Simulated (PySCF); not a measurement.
**doublet C2H4ClF+ at 3 levels**

We compute a comparison of 3 runs (U-revPBE/6-311+G**, UBLYP/6-311+G**, UPBE/6-311+G**) of doublet C2H4ClF+. Input form: a Python script.

The results are computed with PySCF 2.14.0.

2 further runs of the same task are left out: 1 that didn't finish, 1 set aside as unsound or not needed.

## 1. The structure to begin with

The species is C2H4ClF+ (8 atoms), meant as a doublet with charge +1. As SMILES of the parent species, `FCCCl`. The shape is that of a PBE0-D4/def2-TZVP optimisation. This is one conformer, not always the lowest. That shape belongs to the parent species and isn't relaxed for this state.

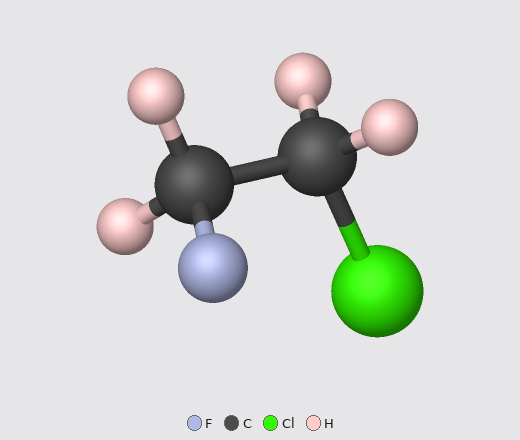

The structure, seen from a chosen angle (fluorine light blue, carbon dark grey, chlorine green, hydrogen pink).

## 2. The energy at U-revPBE/6-311+G(d,p) (run 1)

File job.py:

```python
from pyscf import gto, dft

mol = gto.Mole()
mol.atom = '''
F     -2.526526     0.941367     1.947363
C     -0.271289     1.268044     0.697101
C      0.567768    -1.152582    -0.521035
Cl    -1.434926    -2.055304    -3.063038
H     -0.517615     2.763195    -0.707098
H      1.152015     1.854124     2.083555
H      0.560852    -2.694050     0.844367
H      2.469721    -0.924794    -1.281197
'''
mol.spin = 1
mol.unit = 'bohr'
mol.basis = '6-311+g**'
mol.max_memory = 1860
mol.verbose = 3
mol.charge = 1
mol.build()

mf = dft.UKS(mol, xc='revpbe')
mf.grids.level = 5
mf.conv_tol = 1e-10
mf.kernel()
if not mf.converged:
    mf = mf.newton().run(mf.mo_coeff, mf.mo_occ)

etot = mf.e_tot
print('E = %.10f Eh' % etot)
```

Command:

```
$ OMP_NUM_THREADS=1 python job.py
```

Log:

```text
WARN: HOMO -0.318289297649271 >= LUMO -0.318289297649274

WARN: HOMO -0.384762579988804 >= LUMO -0.38422394908413

WARN: HOMO -0.521641006213586 >= LUMO -0.521091791719888

converged SCF energy = -638.184590957527  <S^2> = 0.75114414  2S+1 = 2.0011438
E = -638.1845909575 Eh
```

It took 90 s on 1 thread of Arm Neoverse V2, shared host; peak memory 0.68 GiB.

## 3. The energy at UBLYP/6-311+G(d,p) (run 2)

File input.py:

```python
from pyscf import gto, dft

molecule = gto.Mole()
molecule.atom = '''
F     -2.526526     0.941367     1.947363
C     -0.271289     1.268044     0.697101
C      0.567768    -1.152582    -0.521035
Cl    -1.434926    -2.055304    -3.063038
H     -0.517615     2.763195    -0.707098
H      1.152015     1.854124     2.083555
H      0.560852    -2.694050     0.844367
H      2.469721    -0.924794    -1.281197
'''
molecule.basis = '6-311+g**'
molecule.spin = 1
molecule.verbose = 4
molecule.charge = 1
molecule.max_memory = 1860
molecule.unit = 'bohr'
molecule.build()

myscf = dft.UKS(molecule, xc='blyp')
myscf.grids.level = 5
myscf.conv_tol = 1e-10
myscf.kernel()
if not myscf.converged:
    myscf = myscf.newton().run(myscf.mo_coeff, myscf.mo_occ)

energy = myscf.e_tot
print(f'total energy: {energy:.8f} hartree')
```

Command:

```
$ OMP_NUM_THREADS=1 python input.py
```

Log:

```text
PySCF version 2.14.0

[... 59 lines left out ...]
WARN: HOMO -0.312214320718254 >= LUMO -0.312214320718255
[... 5 lines left out ...]
WARN: HOMO -0.375591093683614 >= LUMO -0.375141091740964
[... 20 lines left out ...]
WARN: beta  nocc = 20  HOMO -0.520619967122532 >= LUMO -0.52032025163217
[... 1 line left out ...]
WARN: HOMO -0.520619967122532 >= LUMO -0.52032025163217
[... 4 lines left out ...]
WARN: beta  nocc = 20  HOMO -0.521680213951527 >= LUMO -0.520768444177299
[... 1 line left out ...]
WARN: HOMO -0.521680213951527 >= LUMO -0.520768444177299
[... 4 lines left out ...]
WARN: beta  nocc = 20  HOMO -0.519550477334788 >= LUMO -0.519036044526552
[... 1 line left out ...]
WARN: HOMO -0.519550477334788 >= LUMO -0.519036044526552
[... 70 lines left out ...]
converged SCF energy = -638.275338604728  <S^2> = 0.75111636  2S+1 = 2.001116
total energy: -638.27533860 hartree
```

Wall time 97 s (1 thread of Arm Neoverse V2, shared host); peak memory 0.68 GiB.

## 4. A single-point energy at UPBE/6-311+G(d,p) (run 3)

File calc.py:

```python
from pyscf import gto, dft

system = gto.Mole()
system.atom = '''
F     -2.526526     0.941367     1.947363
C     -0.271289     1.268044     0.697101
C      0.567768    -1.152582    -0.521035
Cl    -1.434926    -2.055304    -3.063038
H     -0.517615     2.763195    -0.707098
H      1.152015     1.854124     2.083555
H      0.560852    -2.694050     0.844367
H      2.469721    -0.924794    -1.281197
'''
system.unit = 'bohr'
system.verbose = 3
system.max_memory = 1860
system.spin = 1
system.basis = '6-311+g**'
system.charge = 1
system.build()

ks = dft.UKS(system, xc='pbe')
ks.grids.level = 5
ks.conv_tol = 1e-10
ks.kernel()
if not ks.converged:
    ks = ks.newton().run(ks.mo_coeff, ks.mo_occ)

e_tot = ks.e_tot
print('E(%s) = %.9f' % ('PBE', e_tot))
```

Command:

```
$ OMP_NUM_THREADS=1 python calc.py
```

Log:

```text
WARN: HOMO -0.319100581208228 >= LUMO -0.319100581208222

WARN: HOMO -0.38640567923502 >= LUMO -0.385845001981904

WARN: HOMO -0.523620464335156 >= LUMO -0.522988078349146

WARN: HOMO -0.522644720346895 >= LUMO -0.522129079464911

WARN: HOMO -0.523009402640824 >= LUMO -0.522174406010203

converged SCF energy = -637.933597746362  <S^2> = 0.75107448  2S+1 = 2.0010742
E(PBE) = -637.933597746
```

Wall time 1.8 min (1 thread of Arm Neoverse V2, shared host); peak memory 0.68 GiB.

## 5. All runs side by side

```
run               level  energy (Eh)  HOMO energy (eV)  LUMO energy (eV)   ⟨S²⟩  wall time
  1  U-revPBE/6-311+G**  -638.184591            -14.33            -14.18  0.751       90 s
  2     UBLYP/6-311+G**  -638.275339            -14.26            -14.16  0.751       97 s
  3      UPBE/6-311+G**  -637.933598            -14.36            -14.25  0.751    1.8 min
```

## 6. What came out

```
                                 quantity          value
                      run 3: total energy  -637.93360 Eh
run 3: HOMO energy (highest over α and β)      -14.36 eV
 run 3: LUMO energy (lowest over α and β)      -14.25 eV
                              run 3: ⟨S²⟩          0.751
```

**Reading.** Totals of different functionals can't be ranked against each other. All runs together took 4.9 min, the longest 1.8 min.
